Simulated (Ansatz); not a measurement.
# Nudged elastic band of AlH3S2O

AlH3S2O, computed with RKS LDA/def2-SVP (Ansatz 0.2.0).

It belongs to a series of runs on one base structure; here: band between the two ends. Figures and captions count atoms from 1; the log counts them from 0 in places.

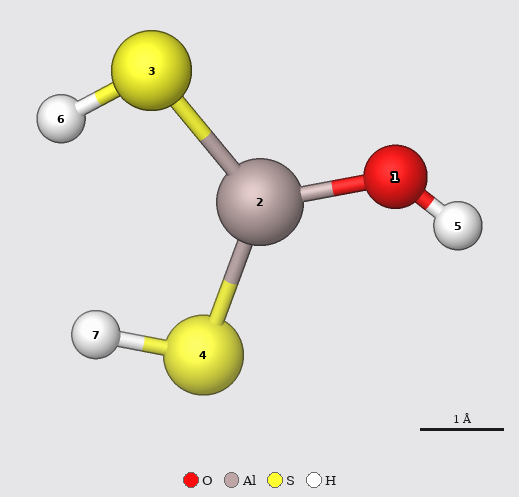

Fig. 1: The structure as given in the input (ball-and-stick view, seen at a tilt; atoms are numbered from 1 in the order of the input). Sticks mark near contacts. Bond lengths as drawn: Al–O 1.69 Å, Al–S 2.17 to 2.18 Å, H–O 0.97 Å and H–S 1.36 to 1.37 Å.

Summary:

| quantity | value |
| --- | --- |
| outcome | converged |
| barrier, forward | 0.089 eV |
| barrier, backward | 0.086 eV |
| hardware | 1 thread of Arm Neoverse V2, 24 GiB of memory available, shared host |
| wall time | 91 s |
| peak memory | 0.26 GiB |

Remarks:

The order of the saddle point was not checked.

The input:
```yaml
crystal:
  periodic: [false, false, false]
  atoms:
    - { symbol: O, position_ang: [-1.978088, 0.157072, 0.465043] }
    - { symbol: Al, position_ang: [-0.331357, 0.008272, 0.119692] }
    - { symbol: S, position_ang: [0.961592, 0.103017, 1.861325] }
    - { symbol: S, position_ang: [0.382964, -0.264626, -1.922076] }
    - { symbol: H, position_ang: [-2.725821, 0.247595, -0.144232] }
    - { symbol: H, position_ang: [2.066009, -0.253682, 1.142521] }
    - { symbol: H, position_ang: [1.686, -0.065648, -1.567973] }
basis:
  gaussian: { orbitals: def2-SVP }
hamiltonian:
  xc: lda
neb:
  order_check: false
  images: 4
  f_tol: 0.05
  max_iterations: 60
  climbing: false
  final_atoms:
    - { symbol: O, position_ang: [-1.76838965, 0.08746803, 0.0683376] }
    - { symbol: Al, position_ang: [-0.110762, -0.00436176, -0.24138441] }
    - { symbol: S, position_ang: [1.4508971, -0.02097669, 1.27972502] }
    - { symbol: S, position_ang: [0.43889615, -0.11506382, -2.33346576] }
    - { symbol: H, position_ang: [-2.26618918, 0.18223964, 0.89287752] }
    - { symbol: H, position_ang: [0.55153698, 0.0077942, 2.3066879] }
    - { symbol: H, position_ang: [1.76530959, -0.2050996, -2.01847787] }
  initial_path:
    images:
      - { positions_ang: [[-1.978088, 0.157072, 0.465043], [-0.331357, 0.008272, 0.119692], [0.961592, 0.103017, 1.861325], [0.382964, -0.264626, -1.922076], [-2.725821, 0.247595, -0.144232], [2.066009, -0.253682, 1.142521], [1.686, -0.065648, -1.567973]] }
      - { positions_ang: [[-1.86376307, 0.01828243, 0.42590426], [-0.19023174, -0.14600551, 0.05211626], [1.20231216, 0.0006528, 1.74006088], [0.51609004, -0.48599548, -2.02989269], [-2.40218091, 0.4695102, -0.0038973], [1.47372611, -0.09729639, 1.70941149], [1.32534642, 0.17285194, -1.93940289]] }
      - { positions_ang: [[-1.74943814, -0.12050713, 0.38676551], [-0.04910648, -0.30028303, -0.01545947], [1.44303231, -0.10171139, 1.61879675], [0.64921609, -0.70736495, -2.13770938], [-2.07854082, 0.6914254, 0.1364374], [0.88144321, 0.05908923, 2.27630198], [0.96469283, 0.41135188, -2.31083279]] }
      - { positions_ang: [[-1.70749847, -0.13442793, 0.30742443], [-0.00498748, -0.30280978, -0.08767475], [1.54089333, -0.12651013, 1.50247676], [0.66040252, -0.67745251, -2.21998733], [-1.98661446, 0.67835432, 0.3438593], [0.57854881, 0.11138447, 2.50913535], [0.98055475, 0.38346156, -2.40093376]] }
      - { positions_ang: [[-1.73794406, -0.02347995, 0.18788102], [-0.05787474, -0.15358577, -0.16452958], [1.49589522, -0.07374341, 1.39110089], [0.54964933, -0.39625817, -2.27672655], [-2.12640182, 0.43029698, 0.61836841], [0.56504289, 0.05958934, 2.40791163], [1.37293217, 0.08918098, -2.20970582]] }
      - { positions_ang: [[-1.76838965, 0.08746803, 0.0683376], [-0.110762, -0.00436176, -0.24138441], [1.4508971, -0.02097669, 1.27972502], [0.43889615, -0.11506382, -2.33346576], [-2.26618918, 0.18223964, 0.89287752], [0.55153698, 0.0077942, 2.3066879], [1.76530959, -0.2050996, -2.01847787]] }
```

Command:
```bash
ansatz run input.yaml --threads 1 --pin off --max-ram 2048MiB --backend cpu --events-out ev --progress --plain --runs-dir out
```

Log:
```
Engine: ansatz 0.2.0, aarch64-unknown-linux-gnu
Functional definition: SPW92
  exchange = slater_x
  correlation = pw_c
920 factors; their error is unknown
mean field evaluation 1: about -30231.5201 eV, gradient 6.1e1 eV
mean field evaluation 2: about -30169.2907 eV, gradient 1.7e2 eV
mean field evaluation 4: about -30238.1782 eV, gradient 1.2e1 eV
mean field evaluation 8: about -30238.6058 eV, gradient 1.3e-1 eV
mean field evaluation 16: about -30238.5500 eV, gradient 7.4e-5 eV
mean field -30238.55001891 eV, -1111.2462167695 hartree, gradient 7.4e-5 eV, S^2 0.000000; 0 other end points of the search recorded, 0 dependent functions left out
the calculation of the forces begins
reference -30238.55005049 eV, -1111.2462179303 hartree; 28, 28 occupied and 55, 55 virtual orbitals, 920 factors
920 factors; their error is unknown
mean field evaluation 32: about -30238.5474 eV, gradient 4.6e-4 eV
mean field -30238.54735000 eV, -1111.2461186891 hartree, gradient 3.1e-5 eV, S^2 0.000000; 0 other end points of the search recorded, 0 dependent functions left out
[... from here on the field's lines of each further geometry are left out, up to the last ...]
NEB iter   1: max|band force component| = 1.073e3 eV/Å  barrier→ = 214.8065 eV  barrier← = 214.8038 eV  Δτ_max = 0.1958 Å  (157 SCF iters)
NEB iter   2: max|band force component| = 1.915e2 eV/Å  barrier→ = 49.7161 eV  barrier← = 49.7135 eV  Δτ_max = 0.2000 Å  (133 SCF iters)
NEB iter   3: max|band force component| = 1.277e2 eV/Å  barrier→ = 35.6659 eV  barrier← = 35.6632 eV  Δτ_max = 0.1984 Å  (119 SCF iters)
NEB iter   4: max|band force component| = 6.364e1 eV/Å  barrier→ = 15.2540 eV  barrier← = 15.2514 eV  Δτ_max = 0.1952 Å  (117 SCF iters)
NEB iter   5: max|band force component| = 3.973e1 eV/Å  barrier→ = 7.0559 eV  barrier← = 7.0533 eV  Δτ_max = 0.1997 Å  (119 SCF iters)
NEB iter   6: max|band force component| = 1.905e1 eV/Å  barrier→ = 5.1158 eV  barrier← = 5.1131 eV  Δτ_max = 0.1980 Å  (119 SCF iters)
NEB iter   7: max|band force component| = 1.523e1 eV/Å  barrier→ = 3.5889 eV  barrier← = 3.5862 eV  Δτ_max = 0.1959 Å  (120 SCF iters)
NEB iter   8: max|band force component| = 1.117e1 eV/Å  barrier→ = 2.0173 eV  barrier← = 2.0146 eV  Δτ_max = 0.1694 Å  (118 SCF iters)
NEB iter   9: max|band force component| = 7.542e0 eV/Å  barrier→ = 1.2793 eV  barrier← = 1.2766 eV  Δτ_max = 0.1983 Å  (114 SCF iters)
NEB iter  10: max|band force component| = 3.663e0 eV/Å  barrier→ = 0.5355 eV  barrier← = 0.5329 eV  Δτ_max = 0.1953 Å  (112 SCF iters)
NEB iter  11: max|band force component| = 1.713e0 eV/Å  barrier→ = 0.2734 eV  barrier← = 0.2707 eV  Δτ_max = 0.0950 Å  (114 SCF iters)
NEB iter  12: max|band force component| = 1.037e0 eV/Å  barrier→ = 0.1505 eV  barrier← = 0.1478 eV  Δτ_max = 0.1750 Å  (106 SCF iters)
NEB iter  13: max|band force component| = 8.555e-1 eV/Å  barrier→ = 0.1070 eV  barrier← = 0.1044 eV  Δτ_max = 0.0618 Å  (110 SCF iters)
NEB iter  14: max|band force component| = 4.425e-1 eV/Å  barrier→ = 0.0923 eV  barrier← = 0.0897 eV  Δτ_max = 0.1996 Å  (101 SCF iters)
NEB iter  15: max|band force component| = 4.646e-1 eV/Å  barrier→ = 0.0946 eV  barrier← = 0.0920 eV  Δτ_max = 0.1005 Å  (109 SCF iters)
NEB iter  16: max|band force component| = 2.187e-1 eV/Å  barrier→ = 0.0931 eV  barrier← = 0.0904 eV  Δτ_max = 0.1943 Å  (99 SCF iters)
NEB iter  17: max|band force component| = 3.657e-1 eV/Å  barrier→ = 0.0842 eV  barrier← = 0.0815 eV  Δτ_max = 0.1010 Å  (111 SCF iters)
NEB iter  18: max|band force component| = 1.105e-1 eV/Å  barrier→ = 0.0887 eV  barrier← = 0.0860 eV  Δτ_max = 0.0220 Å  (104 SCF iters)
the calculation of the forces begins
reference -30238.55810311 eV, -1111.2465138585 hartree; 28, 28 occupied and 55, 55 virtual orbitals, 920 factors
920 factors; their error is unknown
mean field -30238.46091178 eV, -1111.2429421430 hartree, gradient 6.6e-5 eV, S^2 0.000000; 1 other end points of the search recorded, 0 dependent functions left out
the calculation of the forces begins
reference -30238.46094374 eV, -1111.2429433174 hartree; 28, 28 occupied and 55, 55 virtual orbitals, 920 factors
NEB iter  19: max|band force component| = 4.246e-2 eV/Å  barrier→ = 0.0891 eV  barrier← = 0.0864 eV  Δτ_max = 0.0000 Å  (209 SCF iters)
```

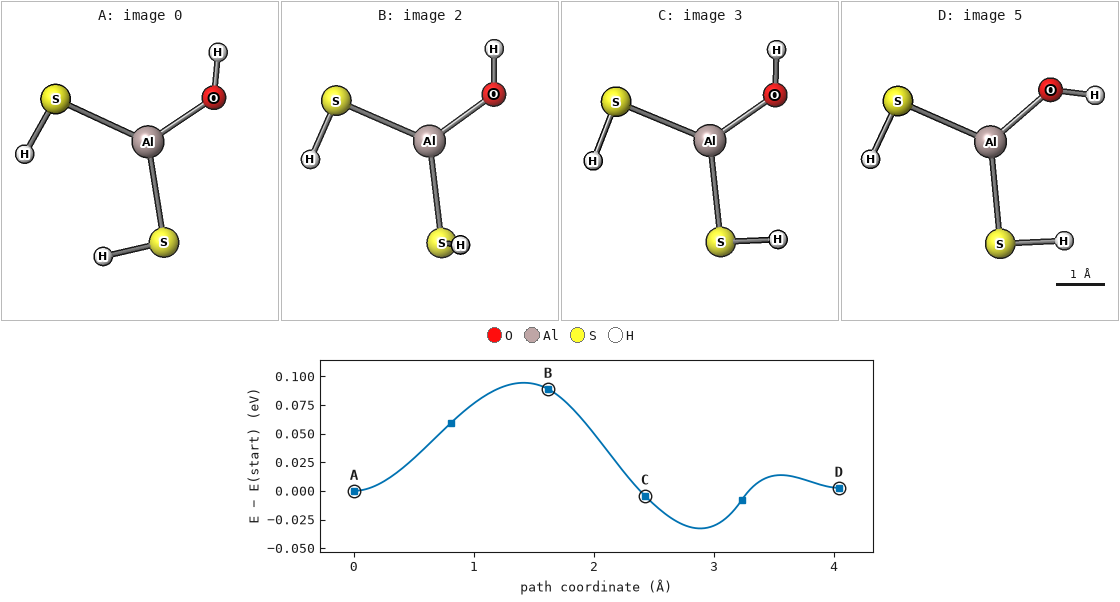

Fig. 2: Images of the last band (counted from 0; ball-and-stick, seen on its broad side) above the energy along the path; the line is a cubic interpolation that uses the forces. The highest image is number 2, 0.089 eV above the start and 0.086 eV above the end; the end lies 0.003 eV above the start. The path is 4.04 Å long. The band converged in 19 iterations.

```
Total energy: -30238.46094374 eV, -1111.2429433174 hartree
Atom 0 at    -1.795275     0.255825     0.486088 Å, force     0.010005    -0.012240    -0.016314 eV/Å
Atom 1 at    -0.180333     0.175701    -0.017251 Å, force     0.004202     0.005389    -0.002671 eV/Å
Atom 2 at     1.392711     0.645373     1.423361 Å, force     0.021001    -0.002862    -0.017254 eV/Å
Atom 3 at     0.316427    -0.372753    -2.061211 Å, force    -0.001540     0.017503    -0.006512 eV/Å
Atom 4 at    -2.576265     0.083014    -0.064070 Å, force    -0.000587    -0.006940     0.021082 eV/Å
Atom 5 at     1.257492    -0.603365     1.961870 Å, force    -0.032899     0.004526     0.029222 eV/Å
Atom 6 at     1.646542    -0.251795    -1.774487 Å, force    -0.000183    -0.005376    -0.007555 eV/Å
Dipole moment:    -0.108718    -0.215332    -0.091771 e Å
this run last wrote the band of iteration 19 to [file]
```

The last band as extended XYZ (Å, eV, eV/Å):
```
7
Properties=species:S:1:pos:R:3:forces:R:3 image=0 energy=-30238.55002
O    -1.9781    0.1571    0.4650   -0.0016   0.0000  -0.0011
Al   -0.3314    0.0083    0.1197    0.0012   0.0003   0.0001
S     0.9616    0.1030    1.8613   -0.0006   0.0000   0.0000
S     0.3830   -0.2646   -1.9221   -0.0012   0.0007  -0.0003
H    -2.7258    0.2476   -0.1442    0.0003  -0.0003   0.0008
H     2.0660   -0.2537    1.1425    0.0012   0.0000   0.0001
H     1.6860   -0.0656   -1.5680    0.0008  -0.0008   0.0004
7
Properties=species:S:1:pos:R:3:forces:R:3 image=1 energy=-30238.49071
O    -1.9121    0.1819    0.4815   -0.0206   0.0069  -0.0472
Al   -0.2686    0.1151    0.0842    0.0189  -0.0209   0.0141
S     1.1277    0.5258    1.7055   -0.0332  -0.0052   0.0398
S     0.3552   -0.3608   -1.9491   -0.0232  -0.0280   0.0179
H    -2.6548    0.1059   -0.1384   -0.0157   0.0248   0.0109
H     1.7715   -0.6560    1.4749    0.0584   0.0141  -0.0628
H     1.6424    0.0201   -1.7043    0.0154   0.0084   0.0272
7
Properties=species:S:1:pos:R:3:forces:R:3 image=2 energy=-30238.46091
O    -1.7953    0.2558    0.4861    0.0100  -0.0122  -0.0163
Al   -0.1803    0.1757   -0.0173    0.0042   0.0054  -0.0027
S     1.3927    0.6454    1.4234    0.0210  -0.0029  -0.0173
S     0.3164   -0.3728   -2.0612   -0.0015   0.0175  -0.0065
H    -2.5763    0.0830   -0.0641   -0.0006  -0.0069   0.0211
H     1.2575   -0.6034    1.9619   -0.0329   0.0045   0.0292
H     1.6465   -0.2518   -1.7745   -0.0002  -0.0054  -0.0076
7
Properties=species:S:1:pos:R:3:forces:R:3 image=3 energy=-30238.55416
O    -1.6781    0.1774    0.5533   -0.0014  -0.0203  -0.0145
Al   -0.1087    0.1375   -0.0826    0.0307  -0.0143  -0.0023
S     1.5684    0.3211    1.2867    0.0291  -0.0483  -0.0130
S     0.2906   -0.1146   -2.2033   -0.0142   0.0393  -0.0225
H    -2.4972    0.0336    0.0527   -0.0003  -0.0075   0.0334
H     0.8723   -0.3134    2.2753   -0.0547   0.0591   0.0331
H     1.6140   -0.3096   -1.9277    0.0108  -0.0080  -0.0142
7
Properties=species:S:1:pos:R:3:forces:R:3 image=4 energy=-30238.55807
O    -1.5885    0.0229    0.5401    0.0816   0.0067   0.1213
Al   -0.0634   -0.0507   -0.1593    0.0240   0.0001   0.0353
S     1.5565   -0.1010    1.2827    0.0123  -0.0067   0.0082
S     0.3423   -0.1260   -2.2923   -0.0561   0.0010  -0.0096
H    -2.4987    0.2879    0.3731   -0.1007   0.0025  -0.1568
H     0.6245    0.0457    2.2731    0.0340  -0.0106  -0.0046
H     1.6886   -0.1468   -2.0631    0.0049   0.0070   0.0063
7
Properties=species:S:1:pos:R:3:forces:R:3 image=5 energy=-30238.54735
O    -1.7684    0.0875    0.0683    0.0030   0.0014  -0.0020
Al   -0.1108   -0.0044   -0.2414   -0.0032  -0.0001   0.0021
S     1.4509   -0.0210    1.2797   -0.0028   0.0006   0.0023
S     0.4389   -0.1151   -2.3335   -0.0007  -0.0001  -0.0033
H    -2.2662    0.1822    0.8929   -0.0008  -0.0011   0.0013
H     0.5515    0.0078    2.3067    0.0036  -0.0004  -0.0025
H     1.7653   -0.2051   -2.0185    0.0009  -0.0003   0.0021
```
